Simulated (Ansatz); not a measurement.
Fields on a plane of As (A7 type, space group R-3m)

```yaml
crystal:
  lattice:
    - [1.87953, 1.08515, 3.57829]
    - [-1.87953, 1.08515, 3.57829]
    - [0.00000, -2.17030, 3.57829]
  atoms:
    - { symbol: As, position: [0.22595, 0.22595, 0.22595] }
    - { symbol: As, position: [0.77405, 0.77405, 0.77405] }
```

The slice is a (-1 1 0 4) plane (indices of the conventional cell) through the point (0.774, 0.774, 0.774) (fractional), spanned by u = [1 0 -1] and v = [1 -1 1] in vectors of this cell: u (3.76 Å) and v (5.63 Å, at 90° to u). It covers one period; positions are fractions (u, v).

Atoms on it: As at (0.00, 0.00). Other atoms lie within 1 Å of the plane.

Level of theory: r2SCAN+rVV10 (plane waves to 500 eV, PAW, scalar-relativistic; Ansatz, a quantum-chemistry and plane-wave program). k mesh 15×15×15. Near the nuclei the fields are pseudised (PAW); where an atom keeps semicore shells as valence, they peak there. As was relaxed with its symmetry unable to fall. The PAW data are Ansatz's earlier set.

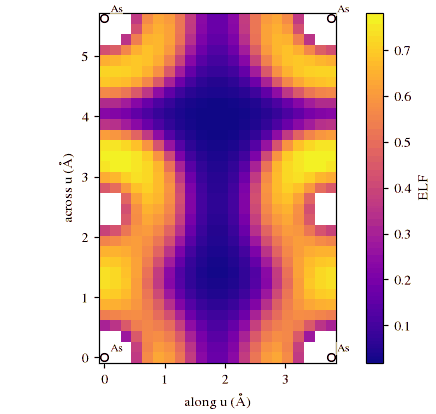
Electron localisation function (ELF), one period of the plane, atoms marked. Points within 0.5 Å of a nucleus are left white, as the pseudised field means little there.

```
|xxxxxxxxxxxx00446677888877664400xxxxxxxxxx|
|xxxxxxxxxxxx11557788888888775511xxxxxxxxxx|
|xxxxxxxxxx003366778888888877663300xxxxxxxx|
|xxxxxxxx0011557788889999888877551100xxxxxx|
|xxxxxx00115566888899999999888866551100xxxx|
|000000335566888899999999999988886655330000|
|444455667788889999999999999999888877665544|
|667777778888999999999999999999998888777777|
|777788888899999999999999999999999988888877|
|777777888899999999999999999999999988887777|
|555566777788999999999999999999998877776655|
|111133556677889999999999999999887766553311|
|xxxx000033667788999999999999887766330000xx|
|xxxxxxxx0044667788999999998877664400xxxxxx|
|xxxxxxxxxx005577889999999988775500xxxxxxxx|
|xxxxxxxxxx003366888899998888663300xxxxxxxx|
|xxxxxxxxxxxx22557788999988775522xxxxxxxxxx|
|xxxxxxxxxxxx11557788999988775511xxxxxxxxxx|
|xxxxxxxxxxxx22557788999988775522xxxxxxxxxx|
|xxxxxxxxxx003366778899998877663300xxxxxxxx|
|xxxxxxxxxx004466888899998888664400xxxxxxxx|
|xxxxxxxx0033557788999999998877553300xxxxxx|
|xx0000003355778888999999998888775533000000|
|001122335566778888999999998888776655332211|
|112222445566778888999999998888776655442222|
|000000224455778888999999998888775544220000|
|xxxxxx00004466778888999988887766440000xxxx|
|xxxxxxxx0011446688888888888866441100xxxxxx|
|xxxxxxxxxx003355778888888877553300xxxxxxxx|
|xxxxxxxxxxxx00557788888888775500xxxxxxxxxx|
|xxxxxxxxxxxx00446677888877664400xxxxxxxxxx|
|xxxxxxxxxxxx00446677888877664400xxxxxxxxxx|
```
Scale: ten equal steps from -3.00 (start of '0') to 5.66 (end of '9'), in the order '0123456789'. Values: electrostatic potential energy of an electron, from the cell's mean, in eV. The map has 21 points along u (two characters each, u = 0 at the left) and 32 along v (v = 0 in the bottom row). Points within 1 Å of a nucleus are blanked (x), as the pseudised field means little there. Values under -3 eV are set to -3. The zero, the cell's mean, hangs on the PAW cores.
